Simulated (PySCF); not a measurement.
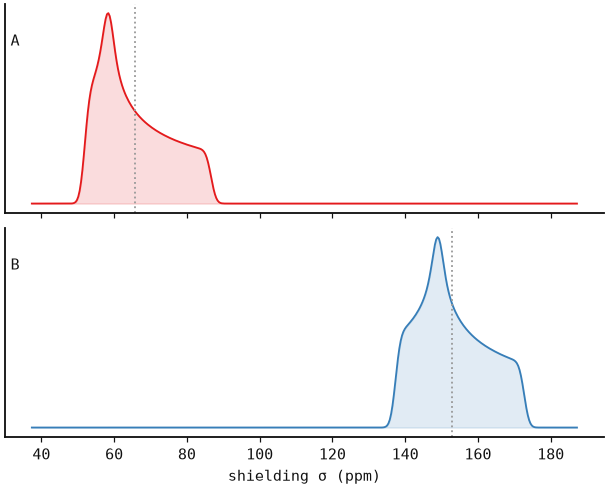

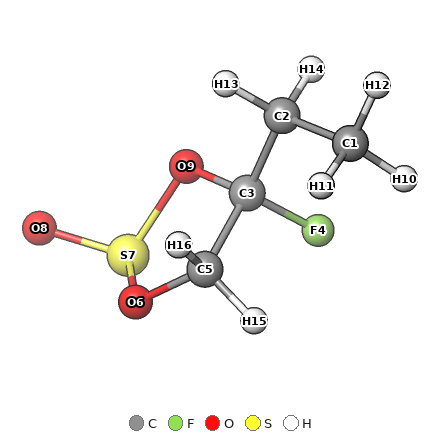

Static powder patterns (¹³C) from GIAO shielding tensors of C₄H₇FO₃S, SMILES CC[C@@]1(F)CO[S@@](=O)O1, PBE0/pcSseg-1 in PySCF 2.14.0, at a GFN2-xTB geometry (no frequency check); absolute shielding, one fixed geometry of the isolated molecule without any motion, no dipolar terms. The dotted line is the isotropic value; skew is 3(σiso − σ22)/span.

### The panels belong to C2 and C3. Which is which?

panel A: C3, σ11, σ22, σ33 = 52, 58, 87 ppm, isotropic 66, span 35 ppm, skew 0.63; panel B: C2, σ11, σ22, σ33 = 137, 149, 173 ppm, isotropic 153, span 35 ppm, skew 0.34.

Note: the tight-binding geometry is rougher than a DFT one and adds to the error; one conformer of a flexible molecule.
